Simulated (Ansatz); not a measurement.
```yaml
atoms:
  - { symbol: W, position_ang: [0.0000, 0.0000, 0.0000] }
  - { symbol: H, position_ang: [0.0000, 0.0000, 1.8283] }
  - { symbol: H, position_ang: [1.8283, 0.0000, 0.0000] }
  - { symbol: H, position_ang: [0.0000, 1.8283, 0.0000] }
  - { symbol: H, position_ang: [-1.8283, 0.0000, 0.0000] }
  - { symbol: H, position_ang: [0.0000, -1.8283, 0.0000] }
  - { symbol: H, position_ang: [0.0000, 0.0000, -1.8283] }
```

Core potentials replace the inner electrons of W.

Level of theory: RKS PBE-D4/def2-SVP (Ansatz 0.2.0).

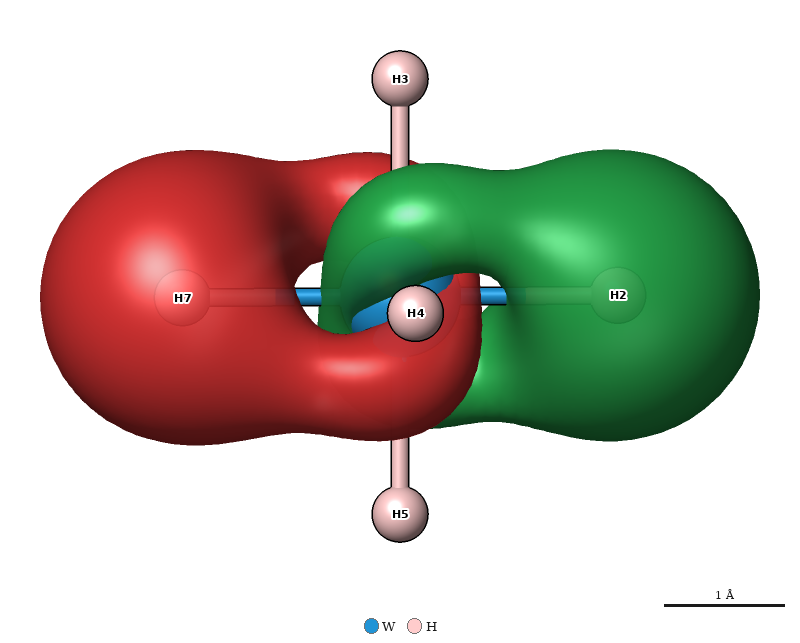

H₆W. The HOMO at ±0.1 Å⁻³ᐟ² (green and red are the two phases), seen across its widest extent.

Where does this orbital lie, and at what energy?

Its weight (Hirshfeld) is mainly on W1 (about 35 %), H2 (about 30 %) and H7 (about 30 %). It is one of a degenerate set, so its orientation is arbitrary. Its energy is −7.46 eV.
